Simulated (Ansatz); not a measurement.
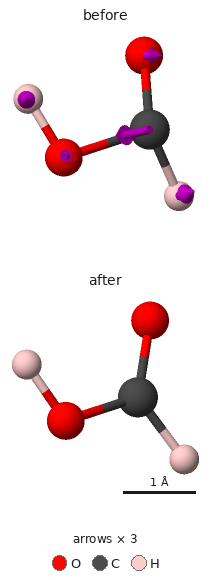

The structure of CH₂O₂ before (top) and after (bottom) a relaxation, at one scale. The purple arrows give the displacements, 3 times their true length.

The picture is a ball-and-stick view, seen at a tilt.

These are results of Ansatz, RKS PBE0-D4/def2-TZVP, not measurements. (force threshold 0.005 eV/Å; at most 200 steps)

> Describe what moved and what it gained.

The C atom moves most after the best rigid fit: 0.25 Å. By element the largest moves are C 0.25 Å, H 0.13 Å, O 0.09 Å. Some distances before and after: C–O 1.433 → 1.335 Å, C–O 1.252 → 1.194 Å, C–H 1.112 → 1.099 Å, H–O 0.965 → 0.969 Å. Bond angles that change, for instance: O–C–O 115.6° → 125.1°, C–O–H 100.7° → 107.3°, O–C–H 120.2° → 125.1°. The energy falls by 26.2 kcal/mol in 8 accepted moves (9 points after the start). Largest force component: 7.1 eV/Å at the start, 0.00012 eV/Å at the end. The line search rejected the trial step at point 4 of the run.
